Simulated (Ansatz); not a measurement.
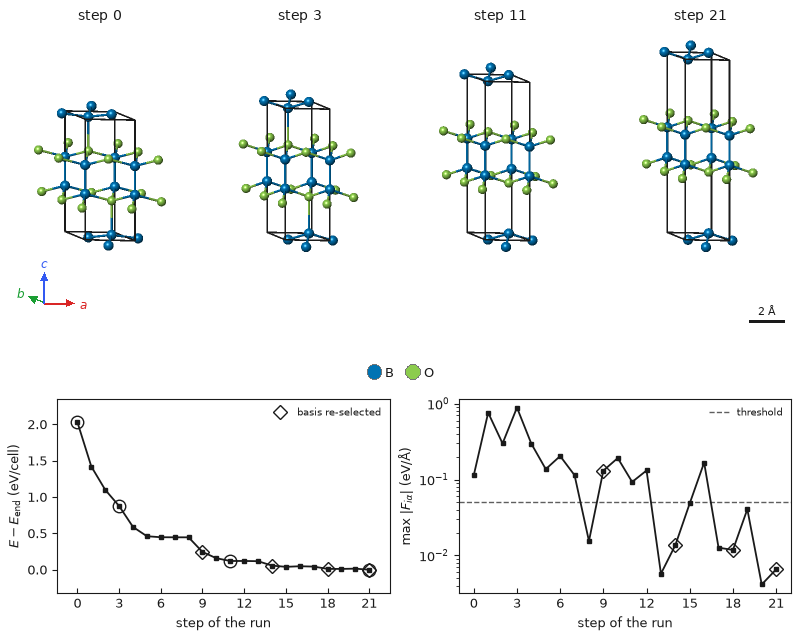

Frames of a relaxation of crystalline B$_{2}$O (set up in P-3m1) (coarse preliminary run), marked on the history of the run. Style: ball-and-stick. Shown: the cell of the calculation, slightly off an axis.

Method: DFT PBE, scalar-relativistic, plane waves, PAW (Ansatz 0.2.0).

Input file:
```yaml
crystal:
  lattice:
    - [2.8790012395, 0.0, 0.0]
    - [-1.4395006198, 2.4932882109, 0.0]
    - [0.0, 0.0, 7.052]
  atoms:
    - { symbol: B, position: [0.0, 0.0, 0.38] }
    - { symbol: B, position: [0.0, 0.0, 0.62] }
    - { symbol: B, position: [0.6666666667, 0.3333333333, 0.023] }
    - { symbol: B, position: [0.3333333333, 0.6666666667, 0.977] }
    - { symbol: O, position: [0.6666666667, 0.3333333333, 0.306] }
    - { symbol: O, position: [0.3333333333, 0.6666666667, 0.694] }
basis:
  ecutwfc: 420
kpoints:
  mp_grid: { grid: [12, 12, 4] }
hamiltonian:
  xc: pbe
scf:
  occupations: { method: gaussian, width: 0.1 }
output:
  forces: true
  stress: true
  eigenvalues: true
relax:
  adjacent_minimum: "off"
  f_tol: 0.05
  max_steps: 80
  cell: { stress_tol: 0.5 }
```

Run as
```bash
ansatz run input.yaml --threads 1 --pin off --max-ram 3072MiB --backend cpu --events-out ev --progress --plain --runs-dir out
```

Q: What happens along the run?

A: The energy falls by 2.028 eV per cell of the calculation in 17 accepted moves (21 points after the start). The largest force component goes from 0.11 to 0.0066 eV/Å. The pressure goes from −18.97 to 0.13 GPa. The SCF was repeated 4 times at an unchanged geometry on a basis and grid sized afresh for the cell, which shifted the energy by 0.201 eV per cell of the calculation at most. The largest moves relative to the cell, 0.62 Å, are those of O5 and O6. O5 goes along +c. By element the largest moves are O 0.62 Å, B 0.39 Å. The volume changes by +18.3 %, with a = b 2.879 → 2.560 Å (−11.1 %), c 7.052 → 10.552 Å (+49.6 %). Among the contacts that change: B3–O5 1.996 → 3.578 Å, B1–O5 1.742 → 1.579 Å, B3–B4 1.694 → 1.574 Å, B1–B2 1.692 → 1.746 Å. Bond angles that change, for instance: B4–B3–B4 116.4° → 108.9°, B1–B2–O6 107.4° → 110.6°, O6–B2–O6 111.4° → 108.3°. The space group stays P-3m1 (No. 164). From step 0 to 3: B atoms move most (0.09 Å), volume −12.0 %, energy −1.151 eV per cell of the calculation. From step 3 to 11: O atoms move most (0.31 Å), volume +18.8 %, energy −0.756 eV per cell of the calculation. From step 11 to 21: O atoms move most (0.19 Å), volume +13.2 %, energy −0.121 eV per cell of the calculation.
